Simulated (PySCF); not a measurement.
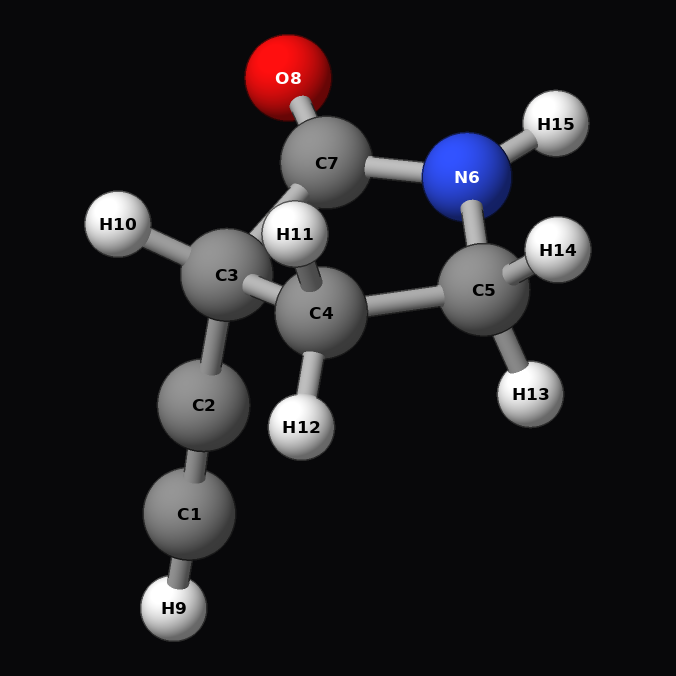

The computed structure is the end point of a GFN2-xTB optimisation. No frequency run is at hand to confirm it as a minimum. Method: GIAO PBE0/pcSseg-1 NMR shielding, non-relativistic, gas phase (PySCF 2.14.0). Principal shieldings σ11 ≤ σ22 ≤ σ33, span Ω = σ33 − σ11, skew κ = 3(σiso − σ22)/Ω.

Question. Which C atom has the most anisotropic shielding?

Answer. C2, with a span of 303 ppm.

Give the shielding tensors of the C atoms.

```json
{"atom": "C1", "σ11": "35.7", "σ22": "43.5", "σ33": "250.5", "σiso": "109.9", "Ω": "214.7", "κ": "0.93"}
{"atom": "C2", "σ11": "−7.2", "σ22": "10.3", "σ33": "295.5", "σiso": "99.6", "Ω": "302.7", "κ": "0.88"}
{"atom": "C3", "σ11": "144.8", "σ22": "149.6", "σ33": "163.7", "σiso": "152.7", "Ω": "18.9", "κ": "0.49"}
{"atom": "C4", "σ11": "132.9", "σ22": "158.5", "σ33": "168.4", "σiso": "153.2", "Ω": "35.4", "κ": "−0.44"}
{"atom": "C5", "σ11": "124.7", "σ22": "135.7", "σ33": "172.3", "σiso": "144.2", "Ω": "47.6", "κ": "0.54"}
{"atom": "C7", "σ11": "−77.2", "σ22": "52.6", "σ33": "66.5", "σiso": "13.9", "Ω": "143.6", "κ": "−0.81"}
```

Shieldings and span in ppm.
